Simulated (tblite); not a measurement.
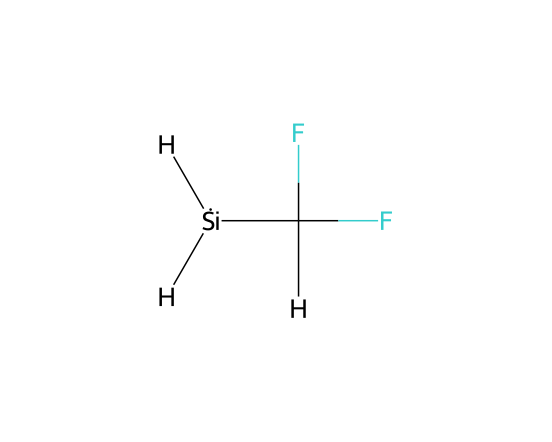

(Drawn from a calculation with tblite.)

Skeletal drawing of a molecule. Charge 0, doublet.

Give its SMILES.

Answer. FC(F)[SiH2]

What is the molecular formula?

Answer. CH3F2Si.

An optimisation with GFN2-xTB gave a structure of which point group?

Answer. Cs.
